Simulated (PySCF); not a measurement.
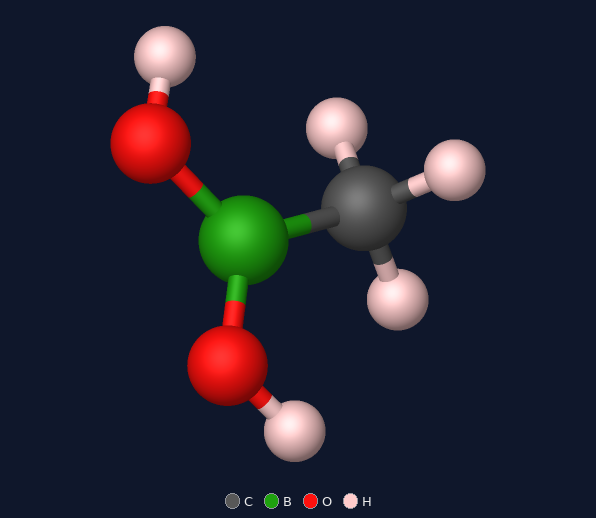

Source: calculation with PySCF.

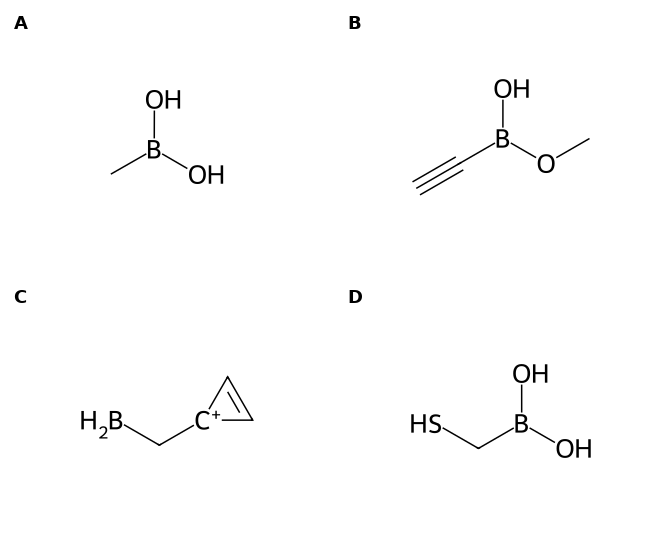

> Which structural formula matches the 3D model?

A, `CB(O)O`.
